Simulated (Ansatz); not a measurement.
**CH3AlClN···NH3: density, localisation and related maps**

Input

```
crystal:
  periodic: [false, false, false]
  atoms:
    - { symbol: Al, position_ang: [-0.1835, -0.1106, 1.46] }
    - { symbol: "N", position_ang: [1.6959, -0.9438, 0.5743] }
    - { symbol: "N", position_ang: [-0.4516, 0.2056, -0.2151] }
    - { symbol: C, position_ang: [-1.2612, 0.8081, -1.2395] }
    - { symbol: H, position_ang: [0.7692, -0.3589, -0.206] }
    - { symbol: Cl, position_ang: [-0.5242, -0.147, 3.4549] }
    - { symbol: H, position_ang: [1.8229, -1.8975, 0.272] }
    - { symbol: H, position_ang: [2.5681, -0.4452, 0.4972] }
    - { symbol: H, position_ang: [-2.3229, 0.8372, -0.9746] }
    - { symbol: H, position_ang: [-0.9422, 1.8346, -1.4639] }
    - { symbol: H, position_ang: [-1.1706, 0.2176, -2.1594] }
basis:
  gaussian: { orbitals: def2-SVP }
hamiltonian:
  xc: pbe0
  dispersion: d4
relax:
  f_tol: 0.15
  max_steps: 25
  restrain:
    - { distance: [4, 1], at: 1.02, k: 30.0 }
    - { distance: [0, 1], at: 3.22, k: 30.0 }
    - { distance: [4, 2], at: 2.32, k: 30.0 }
output:
  orbitals: {}
```

Run with:

```sh
ansatz run input.yaml --threads 2 --pin off --max-ram 3072MiB --backend cpu --events-out ev --progress --plain --runs-dir out
```

The fields are those of the run's last geometry, not of the input's.

Not at a stationary point (largest force 0.6 eV/Å).

Theory: RKS PBE0-D4/def2-SVP in Ansatz.

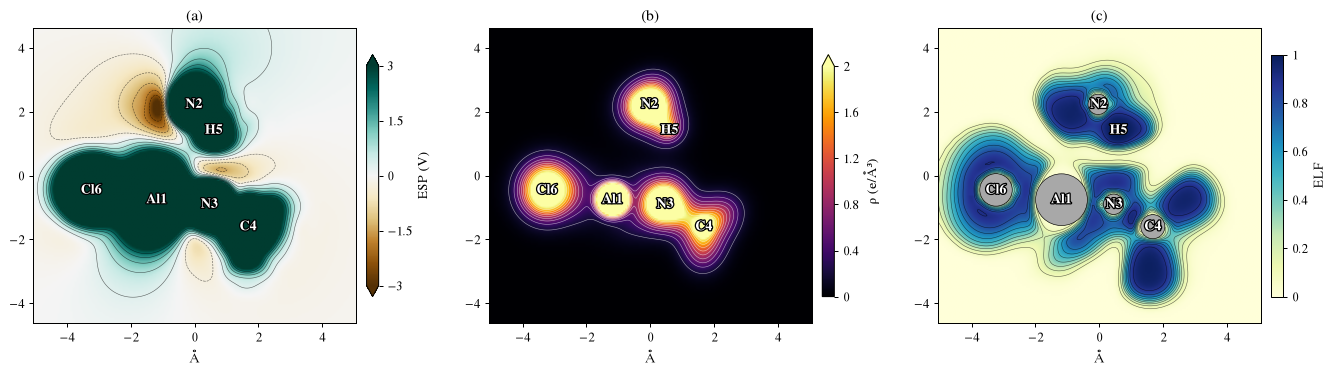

Figure 1. (a) electrostatic potential; (b) total electron density; (c) electron localisation function on the plane of atoms Al1, N3 and C4. Grey discs cover the atomic cores in the ELF map.

Read the bonding off the picture.

- The plane passes through Al, N, C, H and Cl nuclei.
- N3···H5 (2.32 Å): the density falls to about 0.11 e/Å³ on the way; the ELF dips to about 0.10 between them: by its geometry a hydrogen bond between the two molecules, with no shared pair.
- C–N (1.41 Å): ρ at the midpoint is about 2 e/Å³; the ELF peaks at about 0.95 between the atoms: localised, covalent bonding.
- Al–N (1.64 Å): ρ is about 0.97 e/Å³ halfway; the ELF peaks at about 0.80 in the valence shell of N, 0.6 Å from its nucleus, and is about 0.35 at the midpoint.
- Al–Cl (2.08 Å): ρ at the midpoint is about 0.73 e/Å³; the ELF peaks at about 0.85 in the valence shell of Cl, 1.0 Å from its nucleus, and is about 0.80 at the midpoint.
- N–H (1.02 Å): the density is about 2.8 e/Å³ at the midpoint; the ELF climbs to about 1 towards the hydrogen, as it does in any bond to H (an ordinary covalent bond to hydrogen).
- The ELF also peaks beside Cl6, away from the bonds: lone-pair regions.
- Outside the dense part of the complex the potential is most negative (−3.1 V) near N2.

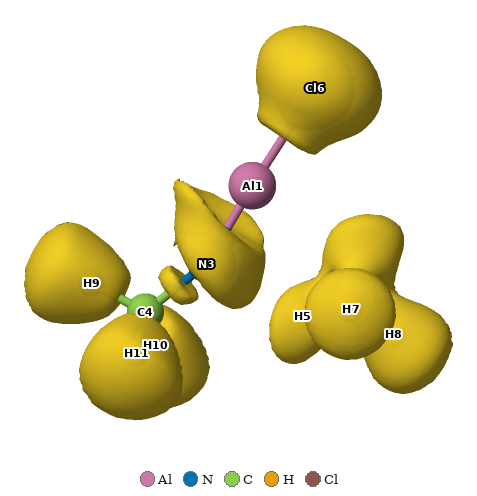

Figure 2. Isosurface of the electron localisation function at 0.8 (yellow), seen at a tilt. Core shells and regions of very low density are left out.

Identify the bonds, lone pairs and shells in this picture.

At this value the surface marks out one region between bonded C–N atoms (shared pairs), three regions around hydrogen nuclei, one lobe of the valence shell of N pointing towards Al, one region on Cl in which the atom's valence shell and bonds are merged and one joined region spread over several atoms (H, N), in which their bonds and any lone pairs are merged.

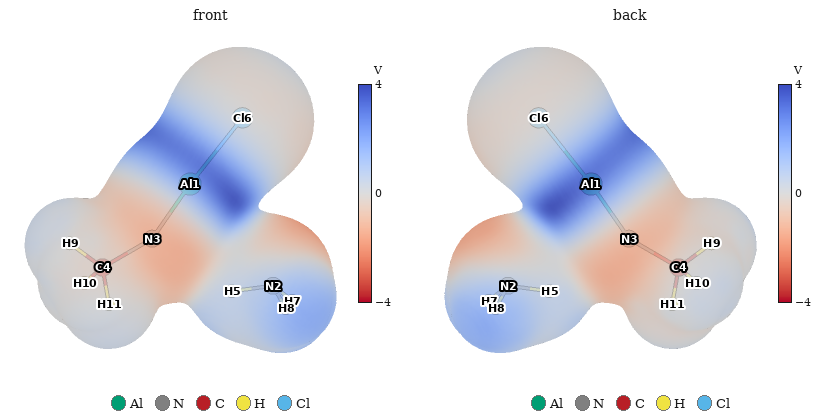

Figure 3. The molecular electrostatic potential painted on the density surface at 0.004 e/bohr³, seen from the front and from behind; red is negative and blue positive.

Which sites attract a positive test charge, and which a negative one?

A positive charge is drawn to the negative regions and a negative charge to the positive ones. The most negative region (about −1.6 V, or −37 kcal/mol for a unit charge) lies over N2, the most positive (about +3.8 V, or +88 kcal/mol for a unit charge) over Al1. Cl6 shows a σ-hole: about +0.3 V at the tip opposite its bond, against about −0.2 V on its flanks. N2 is the likeliest acceptor of a hydrogen bond.

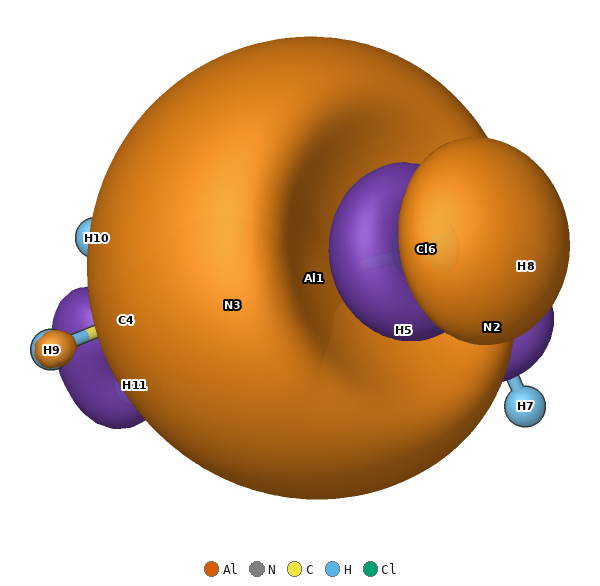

Figure 4. One frontier orbital at ±0.05 Å⁻³ᐟ² (orange and purple are the two phases), seen from one side.

Which orbital is it: HOMO or LUMO?

The LUMO, at −1.68 eV. By Hirshfeld shares it lies mainly on Al1 (about 60 %), Cl6 (about 20 %) and N3 (about 10 %).
